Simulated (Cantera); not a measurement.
Input: 1 mol (CH3)2SiCl2, 0.0056 mol C2H4, 710 mol H2, equilibrated at 1125 °C.

Method: chemical equilibrium by Gibbs-energy minimisation in Cantera with the NASA 1993 tables (ideal gas, pure condensed phases). Candidate condensed phases: C, C6H6, C7H8, C8H18, Si, SiC; 109 gas species. The feed counts by its element totals alone. Rates play no part.

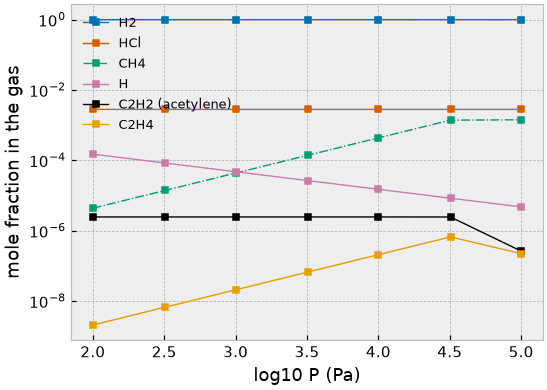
*Equilibrium gas composition (values under 1e-9 drawn at 1e-9)*

From 0.00100 bar to 0.320 bar the condensed part is C(graphite) + SiC(s). At 1.00 bar the condensed part is SiC(s). The main Si-bearing gas is SiCl2 throughout.
